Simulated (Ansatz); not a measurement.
Breaking a bond: AlN, triplet.

Methods: UCCSD(T) = CCSD(T) on UHF/cc-pVTZ, frozen core run with Ansatz (an electronic-structure program); ROCCSD(T) = CCSD(T) on ROHF/cc-pVTZ, frozen core run with Ansatz; UKS-PBE = unrestricted PBE/cc-pVTZ run with Ansatz; UCCSDT(Q) = CCSDT(Q) on UHF/cc-pVTZ, frozen core (Ansatz).

Cost and agreement with UCCSDT(Q) over the 12 points of the scan, with UCCSDT(Q) as yardstick. Costs are rough ratios of core time within Ansatz on shared cores, each with its mean field (Kohn-Sham runs search longer for lower solutions than correlated ones do); the miss is the largest difference from UCCSDT(Q) of the curve after the mean shift, in kcal/mol.

**Question.** Which is the cheapest of these levels that stays within 5.4 kcal/mol of UCCSDT(Q)?

**Answer.** ROCCSD(T).

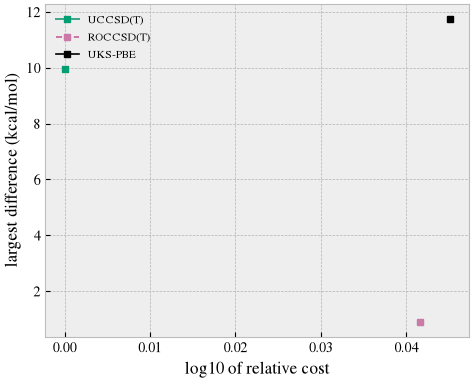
*Miss against cost, one point a level.*

```json
[
 {"level": "UCCSD(T)", "relative cost": "1", "largest difference": "10.0"},
 {"level": "ROCCSD(T)", "relative cost": "1", "largest difference": "0.9"},
 {"level": "UKS-PBE", "relative cost": "1", "largest difference": "11.7"}
]
```

Costs within a factor of two of each other count as equal.

The scan ran from 1.42 to 7.13 Å; beyond the distances shown one of the unrestricted levels run for this scan, shown here or not, changes its spin distribution in one step. The unrestricted determinant behind UCCSD(T), UCCSDT(Q) is spin-contaminated at 1.59 to 1.89, 2.37 Å (<S²> up to 2.2, against 2.00 for a pure triplet). The T1 diagnostic of CCSD on the restricted reference of ROCCSD(T) exceeds 0.045 at 1.42 to 1.59 Å.
